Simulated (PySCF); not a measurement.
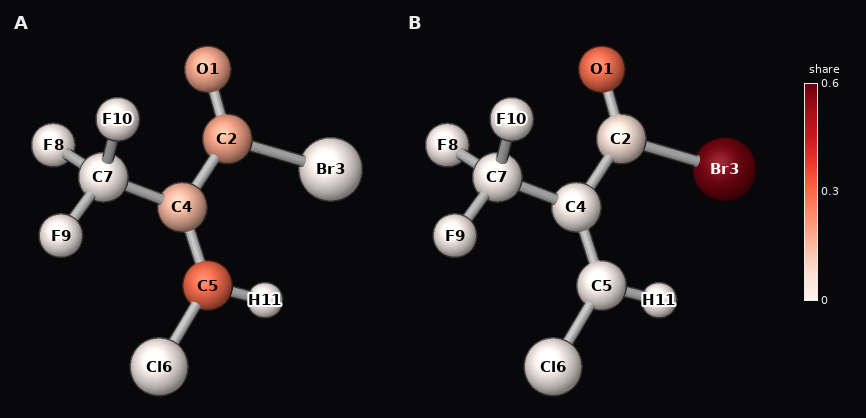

Each panel colours the atoms by their Löwdin share in one orbital (up to four of the largest shares; other atoms are shown as zero). The geometry was computed by an optimisation with GFN2-xTB. No frequency run is at hand to confirm it as a minimum. Level of theory: ωB97X-D/def2-SVPD (PySCF 2.14.0).

> The panels show the HOMO, LUMO, in some order. Which is which?

A: LUMO, −1.42 eV; C5 0.29, C2 0.18, O1 0.18, C4 0.15
B: HOMO, −10.62 eV; Br3 0.58, O1 0.29, C2 0.05

The geometry is semi-empirical. Around Br such bond lengths and angles can be off by a tenth of an ångström or more and by several degrees, and values that hang on the shape move with them.
